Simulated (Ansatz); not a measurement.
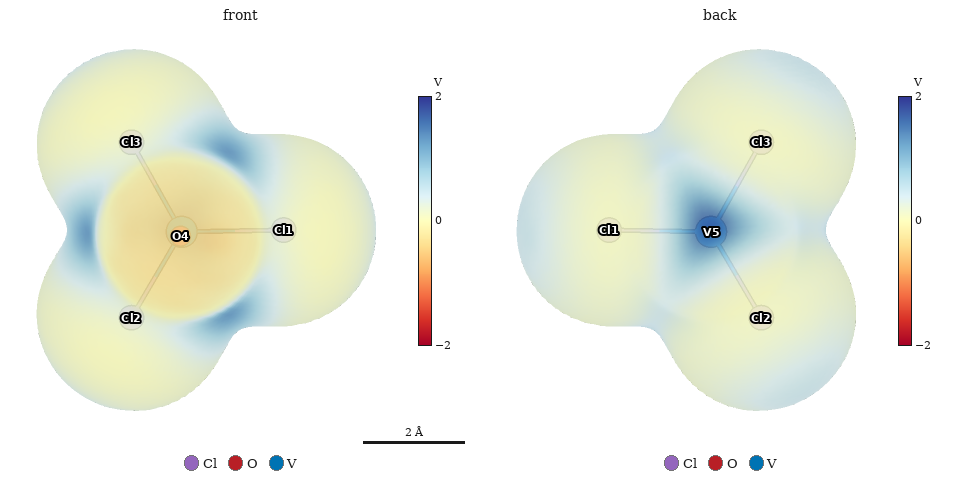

Figure. Cl$_{3}$OV (SMILES [O]=[V]([Cl])([Cl])[Cl]). The electrostatic potential painted on the density surface at 0.002 e/bohr³, seen from the front and from behind; the colour scale runs from red (negative) to blue (positive).

Geometry: PBE0-D4/def2-SVP.

The calculation used isolated molecule in a Gaussian basis; Kohn-Sham density functional theory, functional PBE0 (Ansatz 0.2.0).

```xyz
5

Cl   -1.4326   -1.8782    3.1026
Cl   -2.9274    0.1548    0.6699
Cl   -2.8065   -3.3189    0.2178
O    -0.4680   -1.4819    0.3160
V    -1.8129   -1.6211    1.0260
```

Q: Describe the electrostatic potential map.

A: The most negative region (about −0.4 V, or −9 kcal/mol for a unit charge) lies over O4, the most positive (about +1.5 V, or +35 kcal/mol for a unit charge) over V5.

Q: How polar is the molecule by this calculation?

A: Its dipole moment is 0.48 D.
